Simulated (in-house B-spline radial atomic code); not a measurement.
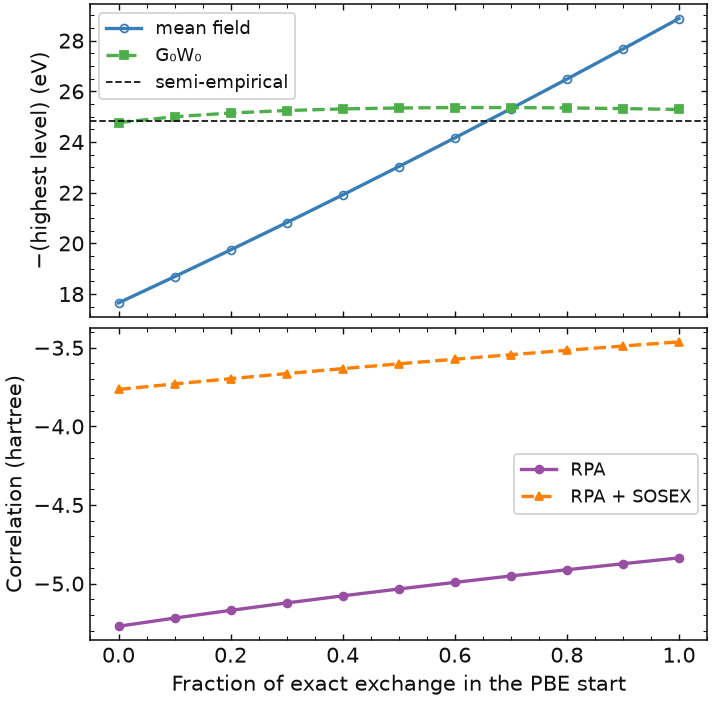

G₀W₀ and RPA for Eu²⁺ ([Xe] 4f⁷) as exact exchange is mixed into the PBE start. All-electron spherical atom, scalar X2C, no spin-orbit coupling, Breit or QED terms; computed with a B-spline radial code.

Where does the G₀W₀ correction vanish, and how does the correlation energy move?

The mean-field binding energy of 4f↑ runs from 17.65 eV at fraction 0 to 28.87 eV at 1, the G₀W₀ value only from 24.77 to 25.28 eV. The correction vanishes near a fraction of 0.70. The semi-empirical removal energy is 24.84 eV. The RPA correlation energy goes from −5.27 to −4.84 hartree, and with SOSEX from −3.77 to −3.46.

Note: spin-orbit splitting, Breit and QED terms, absent here, matter against the tabulated value.
